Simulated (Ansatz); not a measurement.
# C2H6O2SiSn: rotation by 120° about the O1–Si2 bond, part 3 of 3

Aim: the minimum-energy path and barrier of the rotation by 120° about the O1–Si2 bond. The ends are relaxed first, then joined by a nudged elastic band. SMILES of the start: O[SiH2]OC#[C][SnH3].

Ansatz 0.2.0; RKS PBE/def2-SVP. Earlier steps stand in the parts before.

### 9 What the band shows

The run ended unconverged after 60 band iterations. The table shows its last band, which is no minimum-energy path. The 5 inner images lie between the fixed ends 0 and 6. Energy is taken from image 0, and the path length is the program's own coordinate along the band.

| image | path (Å) | energy (eV) | dihedral H7–O1–Si2–O3 (°) | band force (eV/Å) |
| --- | --- | --- | --- | --- |
| 0 | 0.000 | 0.0000 | -66 | - |
| 1 | 0.308 | 0.0054 | -55 | 0.074 |
| 2 | 0.616 | 0.0402 | -30 | 0.156 |
| 3* | 0.923 | 0.0766 | 4 | 0.211 |
| 4 | 1.229 | 0.0417 | 38 | 0.105 |
| 5 | 1.537 | 0.0044 | 62 | 0.028 |
| 6 | 1.846 | -0.0018 | 72 | - |

The star marks the climbing image.

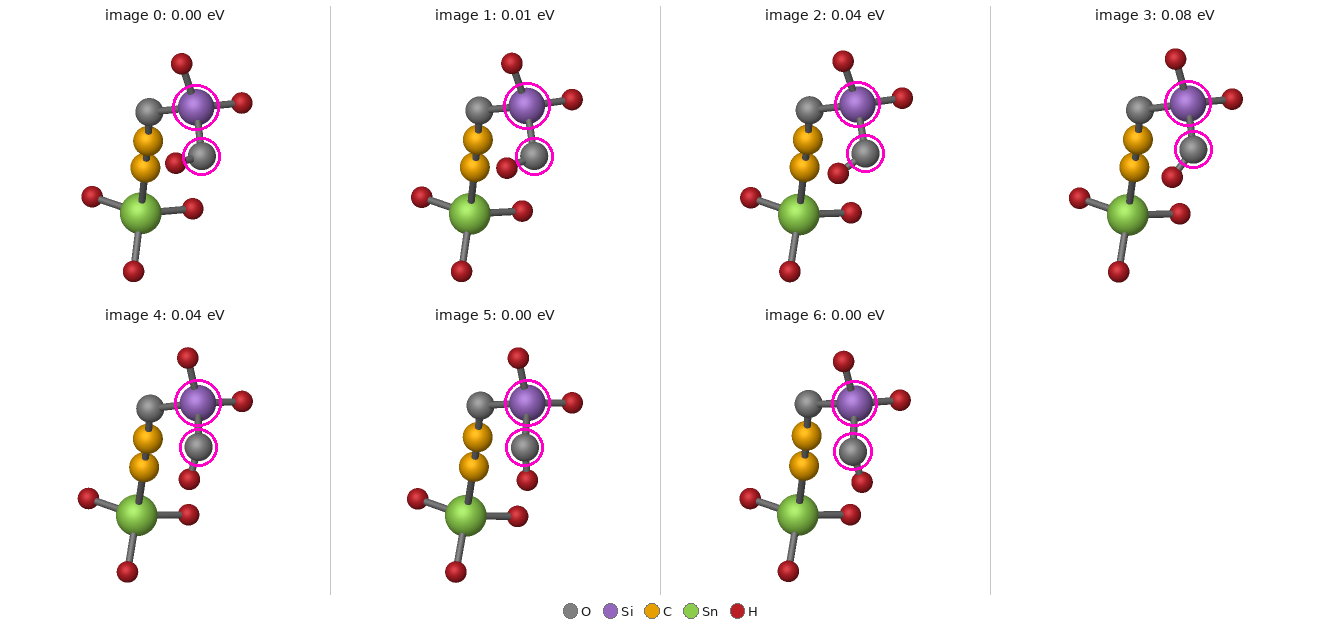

The images of the last band, seen from a free direction. Ringed: O1, Si2. Sticks join atoms closer than a bonding distance in each image.

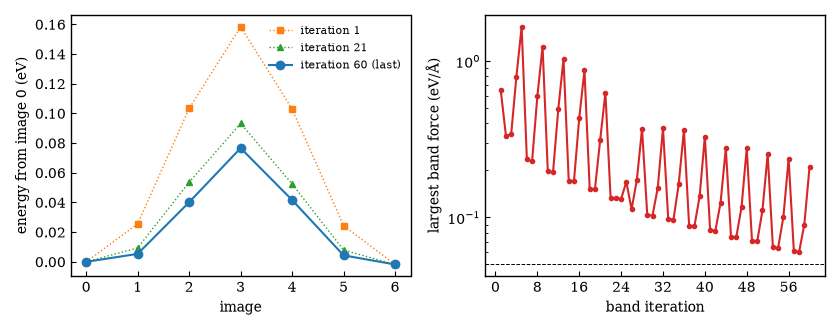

Left: energy of each image for early iterations and the last one (lines only join the points; early values far above the last band run off the scale). Right: the largest band force by iteration, with the threshold dashed.

### 10 The band again, with other settings

crystal.atoms is end A as relaxed above, and neb.final_atoms is end B, turned to lie on A. With 5 inner images the band has 7 in all.

input.yaml

```yaml
crystal:
  periodic: [false, false, false]
  atoms:
    - { symbol: O, position_ang: [-1.963429, -2.262382, 0.878526] }
    - { symbol: Si, position_ang: [-1.59816, -0.950795, 1.833511] }
    - { symbol: O, position_ang: [-1.301235, 0.468669, 0.901309] }
    - { symbol: C, position_ang: [-0.278783, 0.651723, 0.118009] }
    - { symbol: C, position_ang: [0.675611, 0.869852, -0.633448] }
    - { symbol: Sn, position_ang: [2.282052, 1.228005, -1.91349] }
    - { symbol: H, position_ang: [-2.792926, -2.218592, 0.370641] }
    - { symbol: H, position_ang: [-2.736957, -0.500063, 2.690712] }
    - { symbol: H, position_ang: [-0.35065, -1.312771, 2.563823] }
    - { symbol: H, position_ang: [2.277092, 2.894281, -2.363889] }
    - { symbol: H, position_ang: [2.112621, 0.2365, -3.317338] }
    - { symbol: H, position_ang: [3.751663, 0.840474, -1.094264] }
basis:
  gaussian: { orbitals: def2-SVP }
hamiltonian:
  xc: pbe
neb:
  order_check: false
  images: 5
  f_tol: 0.5
  max_iterations: 60
  initial_path: idpp
  final_atoms:
    - { symbol: O, position_ang: [-2.24776997, -1.97825029, 0.7326795] }
    - { symbol: Si, position_ang: [-1.7095943, -0.86191655, 1.83955405] }
    - { symbol: O, position_ang: [-1.31764772, 0.64074067, 1.07945455] }
    - { symbol: C, position_ang: [-0.32606712, 0.74502168, 0.24410398] }
    - { symbol: C, position_ang: [0.60606096, 0.85768155, -0.5583024] }
    - { symbol: Sn, position_ang: [2.17748711, 1.12752389, -1.90338929] }
    - { symbol: H, position_ang: [-1.58314005, -2.35200713, 0.12721723] }
    - { symbol: H, position_ang: [-2.85640316, -0.51974795, 2.72046506] }
    - { symbol: H, position_ang: [-0.46204411, -1.302672, 2.54467387] }
    - { symbol: H, position_ang: [2.30357081, 2.80553125, -2.2829161] }
    - { symbol: H, position_ang: [1.85266509, 0.21557668, -3.33394211] }
    - { symbol: H, position_ang: [3.63978145, 0.56741921, -1.17549634] }
```

Started as:

```console
> ansatz run input.yaml --threads 2 --pin off --max-ram 3072MiB --backend cpu --events-out ev --progress --plain --runs-dir out
```

What it wrote, cut to the lines that bear on the results:

```text
Warning: RAYON_NUM_THREADS=2 ignored (pool sized by the plan → 2); use --threads N
[...]
Functional definition: PBE
[...]
1437 factors; their error is unknown
[...]
mean field -19955.17017212 eV, -733.3389777253 hartree, gradient 5.4e-5 eV, S^2 0.000000; 0 other end points of the search recorded, 0 dependent functions left out
[...]
reference -19955.17022356 eV, -733.3389796157 hartree; 35, 35 occupied and 95, 95 virtual orbitals, 1437 factors
1437 factors; their error is unknown
[...]
Atom 8 at    -0.299332    -1.226402     2.636046 Å, force     0.005369     0.037493     0.015319 eV/Å
Atom 9 at     2.159379     2.858057    -2.431889 Å, force    -0.003430    -0.000584     0.005569 eV/Å
Atom 10 at     1.885770     0.209202    -3.381964 Å, force     0.001644    -0.005801    -0.007341 eV/Å
Atom 11 at     3.650715     0.764231    -1.245575 Å, force     0.002002    -0.001451     0.004242 eV/Å
Dipole moment:    -0.162333    -0.282715    -0.036860 e Å
this run last wrote the band of iteration 2 to <dir>
```

Run time: 37 s. Hardware: 2 threads of Arm Neoverse V2, shared host; peak memory 0.17 GiB.

### 11 Images and barrier

Images 0 and 6 are the ends. Energies count from image 0; the path length is the program's own measure over all atoms.

| image | path (Å) | energy (eV) | dihedral H7–O1–Si2–O3 (°) | band force (eV/Å) |
| --- | --- | --- | --- | --- |
| 0 | 0.000 | 0.0000 | -66 | - |
| 1 | 0.281 | 0.0138 | -54 | 0.125 |
| 2 | 0.562 | 0.0689 | -32 | 0.213 |
| 3* | 0.843 | 0.1159 | 3 | 0.244 |
| 4 | 1.123 | 0.0706 | 38 | 0.210 |
| 5 | 1.403 | 0.0128 | 61 | 0.186 |
| 6 | 1.683 | -0.0018 | 72 | - |

The star marks the climbing image.

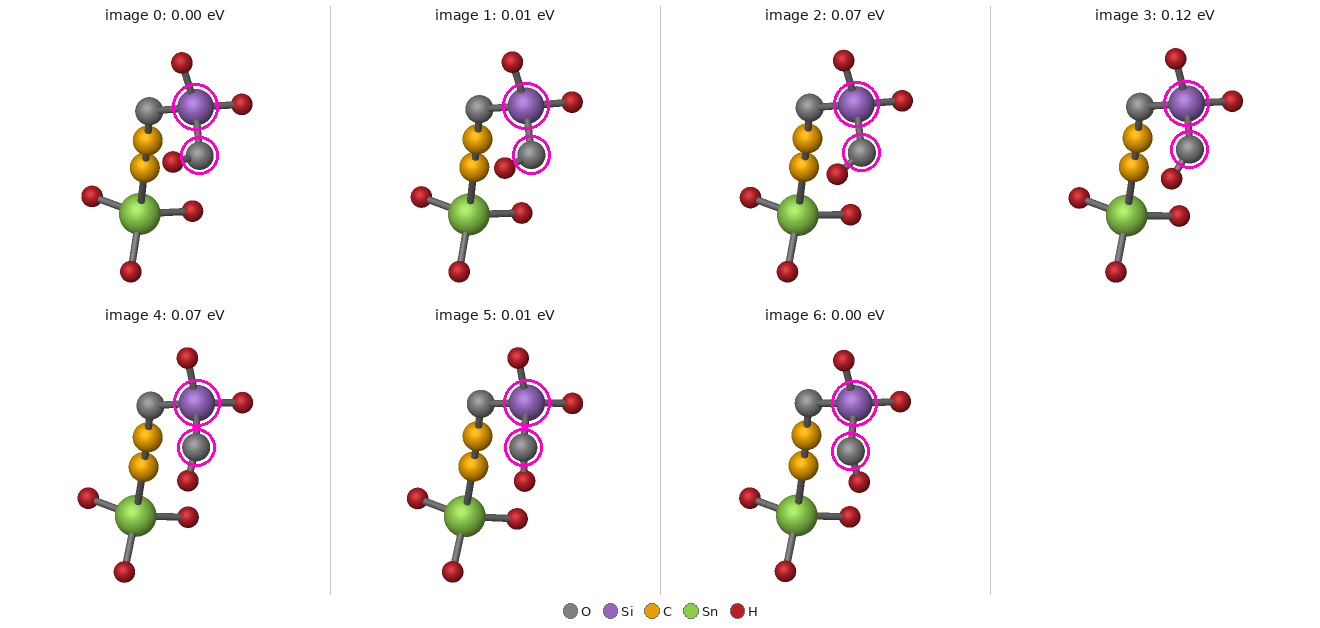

Snapshots along the band, viewed from a free direction. Ringed: O1, Si2. Sticks join atoms closer than a bonding distance in each image.

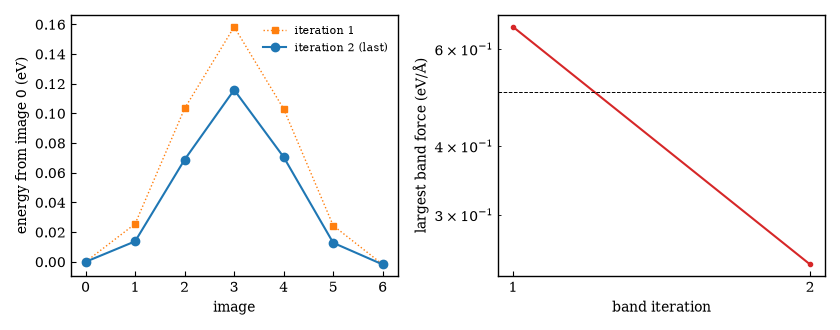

Left: energy of each image for early iterations and the last one (lines only join the points; early values far above the last band run off the scale). Right: the largest band force by iteration, with the threshold dashed.

### 12 What came out

The summary covers parts 1 to 3.

| quantity | value |
| --- | --- |
| end A | 9 moves, 0.967 eV lower |
| end B | 14 moves, 0.967 eV lower |
| first band: barrier forwards | 0.070 eV |
| first band: barrier backwards | 0.072 eV |
| first band: second end relative to first | -0.002 eV |
| first band: highest image | 3 of 0 to 6, climbing |
| first band: band iterations | 7 |
| imaginary modes at the top | 326i cm⁻¹ |
| second band | not converged, 60 iterations, 5 inner images |
| time, first and second band | 92 s and 10 min |
| third band | top 0.116 eV above image 0, 2 iterations, 5 inner images |
| time, first and third band | 92 s and 37 s |

What this shows: In the first band: the barrier from the first end is 0.070 eV, 2.7 times kT at 300 K. The two ends lie within 2 meV of each other. The listed dihedral goes from -66° at end A through 3° at the highest image to 72° at end B; the relaxed ends differ by 137° in it rather than the 120° set up, and other torsions can move along the band as well. One imaginary mode, as a first-order saddle point has. As for the second band: the largest step an iteration is set far from the usual value. The third band's top lies 46 meV above the first's. As for the third band: the force threshold is loose, so the band stops early. These are electronic energies, with no zero-point or thermal terms.
